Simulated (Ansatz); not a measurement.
**Abstraction of H: GeH2(CH3)(SeH) + C2H8NSi → GeH(CH3)(SeH) + C2H9NSi**

Species: GeH2(CH3)(SeH), singlet; C2H8NSi `CN(C)[SiH2]`, doublet; GeH(CH3)(SeH), doublet; C2H9NSi `CN(C)[SiH3]`, singlet. A radical takes H: the energy is the difference in strength between the Ge–H bond broken and the Si–H bond made.

Shapes, held fixed at every level: PBE0-D4/def2-TZVP. Flexible molecules stand in one conformer, not always the lowest. Programs: Ansatz 0.2.0. The zero-point and thermal change to 298 K, harmonic and unscaled (PBE0-D4/def2-TZVP), is +1.6 kJ/mol.

| level | kind | ΔH(298 K) (kJ/mol) |
| --- | --- | --- |
| MP2/def2-SVP | perturbation theory | -23.4 |
| MP2/def2-TZVPP | perturbation theory | -23.7 |
| HF/def2-SVP | Hartree–Fock | -29.0 |
| PBE-D4/def2-TZVPP | GGA | -21.1 |
| B3LYP-D4/def2-TZVPP | global hybrid | -27.5 |
| r2SCAN0-D4/def2-TZVPP | global hybrid | -23.3 |
| wB97M-V/def2-TZVPP | range-separated hybrid | -32.9 |

wB97M-V/def2-TZVPP gives ΔH(298 K) = -32.9 kJ/mol; the levels span -32.9 to -21.1. The median of the levels is -23.7. No measured value is set beside it here. Open shells run unrestricted. Relativity is left out for Ge, Se. Outer-core shells of Ge, Se are correlated in most correlated rows, in sets that cover them unevenly. wB97M-V/def2-TZVPP lies outside the range of all other levels here, so it shouldn't be taken on trust.

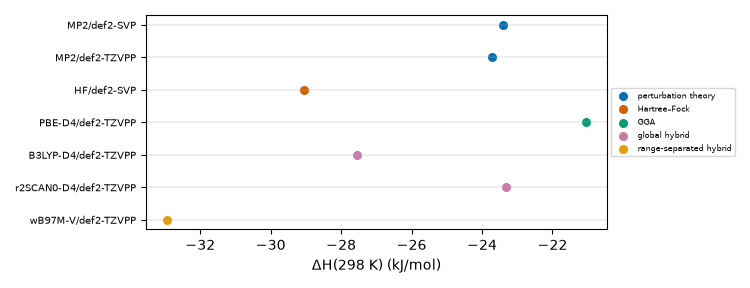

The values of the table, level by level.
